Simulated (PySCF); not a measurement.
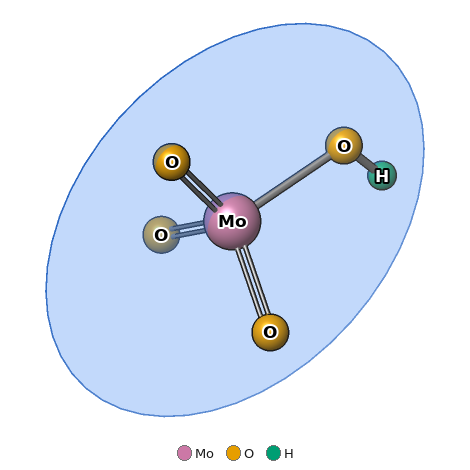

All proper rotation axes (lines) and mirror planes (discs) of the structure are drawn in. Atoms fade into the background with distance from the viewer. The species has charge −1 and is a spin singlet. The geometry was computed by an optimisation with PBE0-D3(BJ)/def2-SVP. No frequency run is at hand to confirm it as a minimum.

Name the symmetry elements and the point group.

It has 1 mirror plane. Point group Cs. The group has 2 operations. The geometry is achiral, and symmetry allows a dipole moment.
